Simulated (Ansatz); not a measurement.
# AlH₄ (doublet): inputs that go wrong at distance H2–H3 = 0.766 Å

3 inputs are run for AlH₄ (doublet) as typed; the log has to tell whether the result can be used and what must change.

Computed with Ansatz 0.2.0, Gaussian basis. Level: the settings change from run to run.

27 further runs of the same task are left out: 8 for a known fault of the program, 4 for a mislabelled method, 10 that didn't finish, 5 set aside as unsound or not needed.

## 1. The geometry

The geometry derives from a PBE0/def2-TZVP stationary point (not a proven minimum). One bond is set to the value named and the two fragments are kept rigid.

5 atoms, charge 0, spin multiplicity 2.

Atoms are counted from 1 here; the program's logs count them from 0.

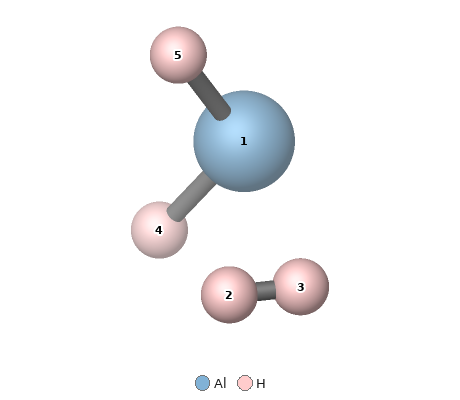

The geometry (aluminium light blue, hydrogen pink); atoms are numbered from 1 in the order of the file.

## 2. Try 1

File in.yaml:

```yaml
crystal:
  periodic: [false, false, false]
  atoms:
    - {symbol: Al, position_ang: [-0.059867, 0.000147, -0.132768]}
    - {symbol: H, position_ang: [0.448722, 0.001802, 1.985772]}
    - {symbol: H, position_ang: [-0.317066, -0.008906, 1.956389]}
    - {symbol: H, position_ang: [0.733301, 1.383310, -0.188797]}
    - {symbol: H, position_ang: [0.737612, -1.380129, -0.199290]}
basis:
  gaussian: {orbitals: 6-31G, point_charges: [{charge: -1.00, position_ang: [3.781, 0.765, -0.463]}]}
magnetization: {spin_polarized: false, initial_magnetization: 1}
correlation: {method: sc_nevpt2, electrons: outside_noble_gas, active_space: {window: {electrons: 1, orbitals: 7}}}
output: {forces: true}
```

Run with:

```bash
$ ansatz run in.yaml --threads 1 --pin off --events-out ev --progress --plain --max-ram 2393MiB
```

Output:

```text
Functional definition: HF
  name "HF"
  cite "Fock, Z. Phys. 61, 126 (1930) doi:10.1007/BF01340294"
  parent pbe
  exchange = exact_x
  correlation = 0
266 factors; integrals over basis functions are off by at most 1.1e-3 eV
mean field evaluation 1: about -6641.7967 eV, gradient 8.5e0 eV
mean field evaluation 2: about -6641.7987 eV, gradient 8.5e0 eV
mean field evaluation 4: about -6642.3975 eV, gradient 2.6e-1 eV
mean field evaluation 8: about -6642.3986 eV, gradient 1.1e-3 eV
mean field -6642.39862957 eV, -244.1036472570 hartree, gradient 4.0e-6 eV, S^2 0.750000; 0 other end points of the search recorded, 0 dependent functions left out
reference -6642.39862957 eV, -244.1036472570 hartree; 9, 8 occupied and 12, 13 virtual orbitals, 266 factors
state -6642.39862957 eV, -244.1036472570 hartree
state -6642.39862957 eV, -244.1036472570 hartree; corrected -6643.72403223 eV, -244.1523549067 hartree
WARN: 6 active orbitals are nearly empty or full. The corrections depend on them more than the energy does, and are more stable in an active space without them
the calculation of the forces begins
Error: an active orbital is full or empty, and SC-NEVPT2 has no forces then: leave it out of the active space
```

It took 0.27 s on 1 thread of Arm Neoverse V1, shared host.

What is wrong: The run stopped with an error. It says: «an active orbital is full or empty, and SC-NEVPT2 has no forces then: leave it out of the active space». Cure: drop the forces, or choose an active space whose orbitals are all partly filled.

## 3. Try 2

File in.yaml:

```yaml
crystal:
  periodic: [false, false, false]
  atoms:
    - {symbol: Al, position_ang: [-0.059867, 0.000147, -0.132768]}
    - {symbol: H, position_ang: [0.448722, 0.001802, 1.985772]}
    - {symbol: H, position_ang: [-0.317066, -0.008906, 1.956389]}
    - {symbol: H, position_ang: [0.733301, 1.383310, -0.188797]}
    - {symbol: H, position_ang: [0.737612, -1.380129, -0.199290]}
basis:
  gaussian: {orbitals: cc-pVDZ}
magnetization: {spin_polarized: false, initial_magnetization: 1}
correlation: {method: sc_nevpt2, electrons: valence, active_space: {window: {electrons: 3, orbitals: 3}, states: [{multiplicity: 2, irrep: E1u, weights: [1]}]}}
```

The command is unchanged.

Output:

```text
Functional definition: HF
  name "HF"
  cite "Fock, Z. Phys. 61, 126 (1930) doi:10.1007/BF01340294"
  parent pbe
  exchange = exact_x
  correlation = 0
701 factors; integrals over basis functions are off by at most 2.1e-7 eV
mean field evaluation 1: about -6642.8429 eV, gradient 9.5e0 eV
mean field evaluation 2: about -6642.8451 eV, gradient 9.5e0 eV
mean field evaluation 4: about -6643.6830 eV, gradient 4.0e-1 eV
mean field evaluation 8: about -6643.6860 eV, gradient 3.2e-4 eV
mean field -6643.68595626 eV, -244.1509556406 hartree, gradient 8.7e-7 eV, S^2 0.750000; 0 other end points of the search recorded, 0 dependent functions left out
reference -6643.68595626 eV, -244.1509556406 hartree; 9, 8 occupied and 29, 30 virtual orbitals, 701 factors
Error: the irrep E1u is not accepted for these orbitals, which take A, or 1 to 1
```

It took 0.3 s on 1 thread of Arm Neoverse V1, shared host.

Diagnosis: The run stopped with an error. The symmetry label isn't in the molecule's group. Fix: name an irrep that the log lists.

## 4. Try 3

File in.yaml:

```yaml
crystal:
  periodic: [false, false, false]
  atoms:
    - {symbol: Al, position_ang: [-0.059867, 0.000147, -0.132768]}
    - {symbol: H, position_ang: [0.448722, 0.001802, 1.985772]}
    - {symbol: H, position_ang: [-0.317066, -0.008906, 1.956389]}
    - {symbol: H, position_ang: [0.733301, 1.383310, -0.188797]}
    - {symbol: H, position_ang: [0.737612, -1.380129, -0.199290]}
basis:
  gaussian: {orbitals: 6-31G, fitting: {mean_field: def2-universal-jkfit}}
magnetization: {spin_polarized: false, initial_magnetization: 1}
hamiltonian: {xc: {name: PBE0}}
correlation: {method: ccsd_t, frozen_orbitals: {Al: 0}}
scf: {omitted_lower_state_checks: [cluster_reference]}
output: {forces: true}
```

Launched as before.

Output:

```text
Functional definition: PBE0
  name "PBE0"
  cite "Adamo & Barone, J. Chem. Phys. 110, 6158 (1999) doi:10.1063/1.478522"
  cite "Perdew, Burke & Ernzerhof, Phys. Rev. Lett. 77, 3865 (1996) doi:10.1103/PhysRevLett.77.3865"
  parent pbe
  parameter a = 0.25
  parameter kappa = 0.804
  parameter beta = 0.06672455060314922
  exchange = (1 - a)*pbe_x(kappa = kappa, mu = beta*pi^2/3) + a*exact_x
  correlation = pbe_c(beta = beta)
these checks for a lower state are left out or cut short: cluster_reference
Error: "frozen_orbitals" has no count for H
```

It took 0.06 s on 1 thread of Arm Neoverse V1, shared host.

**Diagnosis.** The run was refused. The frozen-orbital counts are incomplete or too large. Cure: leave frozen_orbitals out, or give each element a count that its core has.

## 5. How the runs ended

```
try                level                ended                                                                                                   cause    time
  1    NEVPT2(1,7)/6-31G  stopped by an error  an active orbital is full or empty, and SC-NEVPT2 has no forces then: leave it out of the active space  0.27 s
  2  NEVPT2(3,3)/cc-pVDZ  stopped by an error                                                        the symmetry label isn't in the molecule's group   0.3 s
  3        CCSD(T)/6-31G              refused                                                   the frozen-orbital counts are incomplete or too large  0.06 s
```

2 stopped by an error, 1 refused.
